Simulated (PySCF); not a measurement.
**C₃H₁₁BOSi: electronic excitations**

Aim: predict the electronic excitations of C₃H₁₁BOSi (`CB(C)C[SiH2]O`).

The runs use PySCF 2.14.0, with density-fitted response routines of our own; the level of theory stands in each step. All values are computed, except where a source is named. Atoms are numbered from 0 throughout.

## (1) The starting structure

17 atoms, charge 0, multiplicity 1; geometry from: GFN2-xTB.

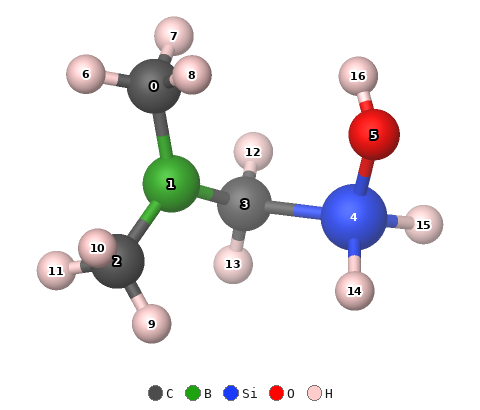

The starting geometry (carbon dark grey, boron green, silicon blue, oxygen red, hydrogen pink), atoms numbered; sticks join atoms by distance.

## (2) Ultraviolet spectrum: CAM-B3LYP/def2-SVPD

The job: settings as JSON, then the geometry in Å.

```
{"job": {"kind": "uv", "xc": "CAM-B3LYP", "basis": "def2-SVPD", "nstates": 8, "ntriplets": 3}, "charge": 0, "multiplicity": 1}
C     -0.828772     1.619784     0.366995
B     -0.717264     0.188228    -0.298585
C     -1.883768    -0.856098    -0.086292
C      0.560419    -0.217559    -1.091738
Si     1.857401    -0.899683     0.140897
O      2.111116     0.125367     1.379293
H     -1.851156     1.990410     0.407455
H     -0.216342     2.384137    -0.108819
H     -0.495313     1.543421     1.403310
H     -1.550932    -1.889482    -0.157967
H     -2.402401    -0.731672     0.862190
H     -2.634989    -0.717889    -0.865338
H      1.026887     0.615991    -1.619017
H      0.379126    -1.000573    -1.825577
H      1.420269    -2.105839     0.832293
H      3.110354    -1.106436    -0.597183
H      2.108368     1.069925     1.248172
```

With the program's defaults for keys left out, this is: TDDFT CAM-B3LYP/def2-SVPD, vertical, gas phase, core orbitals frozen in the response.

Command:

```
> OMP_NUM_THREADS=1 python probes_run.py task.json out
```

This one command runs all jobs of the session in turn.

The log of the run:

```text
coarse grid: 13880 points
cycle   1  E = -510.0088388181  dE =  4.642e-01  |g| = 7.655e-01  |ddm| = 5.653e+00
cycle   2  E = -509.9664082126  dE =  4.243e-02  |g| = 9.318e-01  |ddm| = 1.825e+00
cycle   3  E = -510.1313117433  dE = -1.649e-01  |g| = 9.649e-02  |ddm| = 9.215e-01
cycle   4  E = -510.1331122702  dE = -1.801e-03  |g| = 3.118e-02  |ddm| = 1.725e-01
cycle   5  E = -510.1333626914  dE = -2.504e-04  |g| = 4.537e-03  |ddm| = 4.729e-02
cycle   6  E = -510.1333681614  dE = -5.470e-06  |g| = 1.303e-03  |ddm| = 1.003e-02
final grid: 127064 points
cycle   7  E = -510.2160883687  dE = -3.477e-05  |g| = 3.839e-03  |ddm| = 7.880e-02
cycle   8  E = -510.2160893336  dE = -9.649e-07  |g| = 3.394e-03  |ddm| = 1.379e-02
cycle   9  E = -510.2160922521  dE = -2.918e-06  |g| = 2.319e-04  |ddm| = 4.486e-03
cycle  10  E = -510.2160922613  dE = -9.267e-09  |g| = 1.791e-04  |ddm| = 5.958e-04
cycle  11  E = -510.2160922679  dE = -6.592e-09  |g| = 3.277e-05  |ddm| = 2.386e-04
cycle  12  E = -510.2160922682  dE = -2.634e-10  |g| = 9.958e-06  |ddm| = 5.344e-05
converged SCF energy = -510.2160922682

Static polarisability (au): isotropic 79.617, principal 71.309 78.374 89.169

Singlet excitations
state   eV       nm        f      main configurations
  1   6.4380    192.6   0.03916   H->L 0.64, H->L+1 0.12, H-3->L 0.09
  2   6.5532    189.2   0.00221   H-1->L 0.69, H-1->L+1 0.22
  3   7.2713    170.5   0.00084   H->L+1 0.28, H->L 0.22, H->L+2 0.17
  4   7.6816    161.4   0.09898   H-3->L 0.41, H-2->L 0.35
  5   7.7934    159.1   0.07066   H->L+1 0.41, H-2->L 0.25, H-3->L 0.10
  6   7.9470    156.0   0.01581   H->L+2 0.52, H-2->L 0.14
  7   8.0723    153.6   0.06388   H-1->L+1 0.71, H-1->L 0.17
  8   8.3173    149.1   0.00330   H-2->L+1 0.53, H-2->L+2 0.19

Triplet excitations (Tamm-Dancoff, eV): 5.8847 6.0735 6.9619
```

Run time: 2.2 min. Hardware: 1 thread of AMD EPYC, shared host; peak memory 0.98 GiB.

Frontier orbitals and where they lie:

```
orbital      eV                        atoms
 HOMO−3  -10.60    C3 24 %, O5 20 %, B1 14 %
 HOMO−2  -10.35  O5 29 %, Si4 24 %, H14 18 %
 HOMO−1  -10.08    B1 25 %, C0 24 %, C2 23 %
   HOMO   -9.55   C3 28 %, Si4 16 %, O5 13 %
   LUMO    0.60   B1 27 %, Si4 16 %, C3 11 %
 LUMO+1    0.84      B1 36 %, C0 9 %, O5 8 %
 LUMO+2    1.34   O5 19 %, B1 14 %, Si4 10 %
```

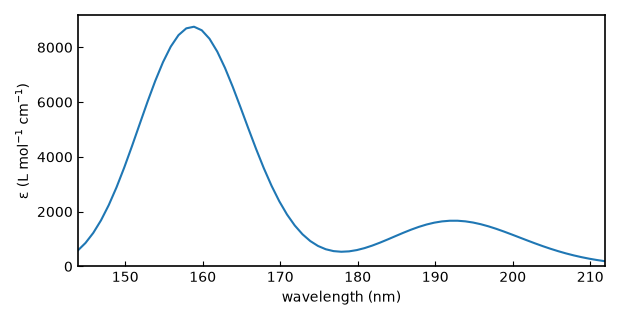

Absorption spectrum: each of the 8 states is a Gaussian band of 0.4 eV half-width at 1/e. Beyond the last state computed it falls off for lack of states.

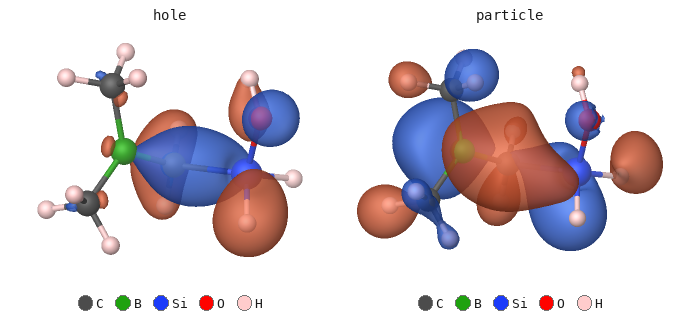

Leading natural transition orbitals of singlet state 4: the electron leaves the hole (left) for the particle orbital (right).

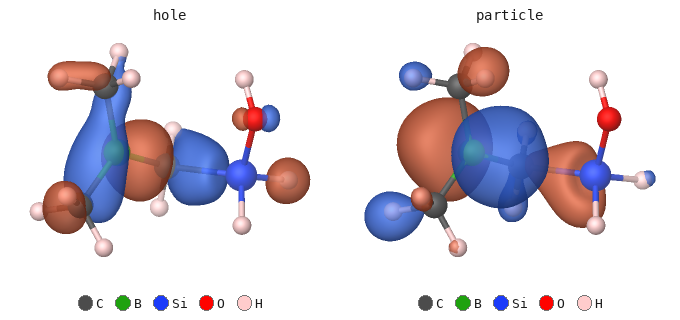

Leading natural transition orbitals of singlet state 1: the electron leaves the hole (left) for the particle orbital (right).

Further results of this job:

```
           property  computed
  dipole moment (D)      1.59
polarisability (Å³)     11.80
 HOMO–LUMO gap (eV)     10.15
      −ε(HOMO) (eV)      9.55
```

Orbitals, density, ELF and potential are computed afterwards from the orbital file.

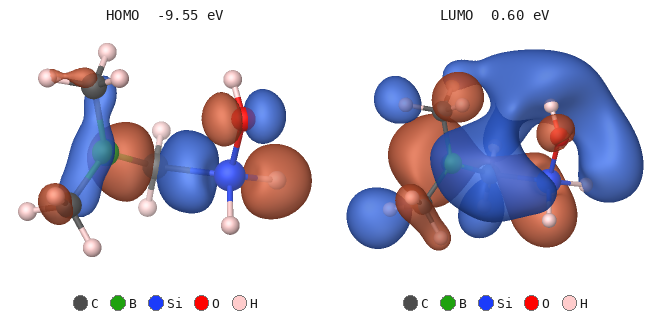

Frontier orbitals at CAM-B3LYP/def2-SVPD; each surface holds 70 % of the orbital's density, blue and red mark the sign.

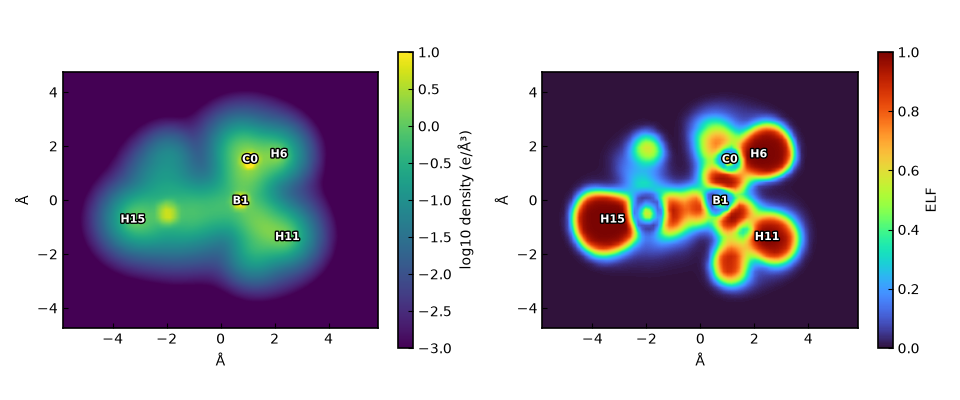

Density (left) and ELF (right) in a plane through or near 5 of the atoms.

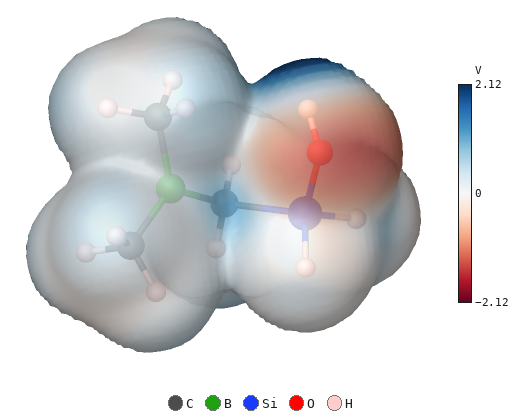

The potential that a unit positive charge feels on the 0.002 e/bohr³ surface, from the 1st to the 99th percentile, from -1.28 V near O5 to 2.12 V near H16.

## (3) Summary of results

```
                                quantity                        value
    lowest singlet (CAM-B3LYP/def2-SVPD)  6.44 eV (193 nm), f = 0.039
brightest single state of those computed  state 4, 7.68 eV, f = 0.099
                          lowest triplet                      5.88 eV
   surface potential, 1st and 99th percentile           -1.28 V and 2.12 V
```

What this shows: The first singlet state (HOMO→LUMO 0.64, HOMO→LUMO+1 0.12) lies at 6.44 eV and is weak; of the 8 states computed, the strongest absorption comes from state 4 at 7.68 eV. The lowest triplet lies 0.55 eV below the lowest singlet (triplets in Tamm-Dancoff, singlets in full TDDFT).
